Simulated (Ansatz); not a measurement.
Consider Zr₃TiGe₈.

The calculation's input:

```
crystal:
  lattice:
    - [2.6147489622, -4.5758871956, 0.0]
    - [2.6147489622, 4.5758871956, 0.0]
    - [0.0, 0.0, 8.9398870867]
  atoms:
    - { symbol: Zr, position: [0.5, 0.5, 0.5] }
    - { symbol: Zr, position: [0.0, 0.5, 0.2485308144] }
    - { symbol: Zr, position: [0.5, 0.0, 0.7514691856] }
    - { symbol: Ti, position: [0.0, 0.0, 0.0] }
    - { symbol: Ge, position: [0.5, 0.5, 0.840689363] }
    - { symbol: Ge, position: [0.0, 0.0, 0.3324732929] }
    - { symbol: Ge, position: [0.0, 0.5, 0.9164394343] }
    - { symbol: Ge, position: [0.5, 0.0, 0.4115801893] }
    - { symbol: Ge, position: [0.0, 0.5, 0.5884198107] }
    - { symbol: Ge, position: [0.5, 0.0, 0.0835605657] }
    - { symbol: Ge, position: [0.5, 0.5, 0.159310637] }
    - { symbol: Ge, position: [0.0, 0.0, 0.6675267071] }
basis:
  ecutwfc: 500
kpoints:
  mp_grid: { grid: [8, 8, 4] }
  band_path:
    path:
      - [[0.0, 0.0, 0.0], [-0.5, 0.5, 0.0], [-0.33162992, 0.66837008, 0.0]]
      - [[0.33162992, 0.33162992, 0.0], [0.0, 0.0, 0.0], [0.0, 0.0, 0.5], [0.33162992, 0.33162992, 0.5]]
      - [[-0.33162992, 0.66837008, 0.5], [-0.5, 0.5, 0.5], [-0.5, 0.5, 0.0]]
      - [[0.0, 0.0, 0.0], [0.0, 0.5, 0.0], [0.0, 0.5, 0.5], [0.0, 0.0, 0.5], [-0.5, 0.5, 0.5]]
    npoints: 10
hamiltonian:
  xc: r2scan
scf:
  occupations: { method: gaussian, width: 0.1 }
  n_extra_bands: 30
output:
  forces: true
  stress: true
  eigenvalues: true
  populations: true
  dos: { projected: true, de: 0.02, nscf_kmesh: { grid: [10, 10, 5] } }
  bader: false
  write_density: true
  write_potential: true
  elf: true
  volumetric_format: npy
```

Command:

```sh
ansatz run input.yaml --threads 4 --pin off --max-ram 8192MiB --backend cpu --events-out ev --progress --plain --runs-dir out
```

Below, planes, directions and counts refer to the conventional cell (a = 5.23 Å, b = 9.15 Å, c = 8.94 Å, α = 90.00°, β = 90.00°, γ = 90.00°).

Space group C222; a structure generated by program, which may or may not match a known phase; computed without spin polarisation.

All numbers below come from DFT r2SCAN, scalar-relativistic, plane waves, PAW in Ansatz 0.2.0.

What will maps of the valence pseudo-density and electron localisation function show?

Ti–Ge (2.97 Å): ρ is about 0.2 e/Å³ halfway; the ELF peaks at about 0.60 between the atoms.
Zr–Ge (3.01 Å): the density is about 0.21 e/Å³ at the midpoint; the ELF peaks at about 0.55 in the valence shell of Ge, 1.2 Å from its nucleus, and is about 0.30 at the midpoint.

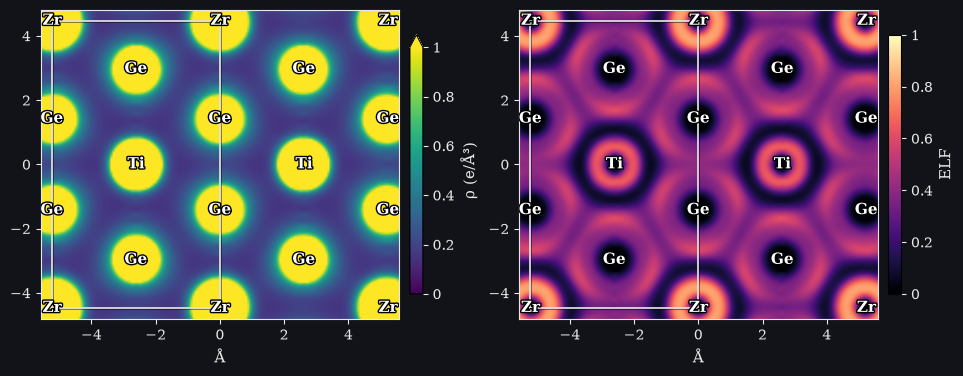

Computed valence pseudo-density and electron localisation function on the (010) plane of the conventional cell, in this order. 

The density is the valence pseudo-density of a PAW calculation; it isn't the true density close to the nuclei.
